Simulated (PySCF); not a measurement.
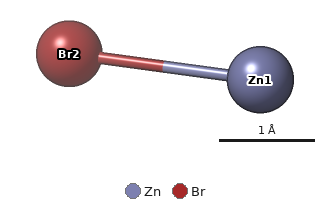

*The structure (ball-and-stick view, seen at a tilt; atoms are numbered from 1 in the order of the input). Sticks mark near contacts.*

Bond lengths as drawn: Br–Zn 2.14 Å.

**Single-point calculation, with input and output: ZnBr**

The run: single-point calculation of ZnBr, multiplicity 2. Method and program: UHF/sbkjc, mp2 (PySCF 2.14.0).

### Input file
```python
from pyscf import gto, scf, mp

mol = gto.M(
    atom='Zn 0 0 0; Br 0 0 2.144',
    basis='sbkjc',
    ecp={'Zn': 'sbkjc', 'Br': 'sbkjc'},
    charge=0,
    spin=1,
    symmetry=True,
    verbose=3,
)
mf = scf.UHF(mol)
mf.kernel()
mp.MP2(mf).kernel()
mf.dip_moment()
print('orbital energies (hartree):', [e[max(0, n-3):n+3].round(4) for e, n in zip(mf.mo_energy, mol.nelec)])
```

Run on 1 CPU thread, shared host.

Run as:
```bash
OMP_NUM_THREADS=1 python input.py
```

### The program's output
```
converged SCF energy = -238.121406820512  <S^2> = 0.75414934  2S+1 = 2.004145
E(UMP2) = -238.559390823438  E_corr = -0.437984002925891
E(SCS-UMP2) = -238.521741576613  E_corr = -0.400334756100648
Dipole moment(X, Y, Z, Debye):  0.00000,  0.00000, -2.72247
orbital energies (hartree): [array([-0.411 , -0.411 , -0.3139,  0.0452,  0.0452,  0.1099]), array([-0.4605, -0.4087, -0.4087,  0.0028,  0.0797,  0.0797])]
```

### Results in brief

| quantity | value |
| --- | --- |
| outcome | converged |
| SCF energy | −238.121407 hartree |
| ⟨S²⟩ | 0.754 |
| dipole moment | 2.72 D |
| wall time | 0.51 s |
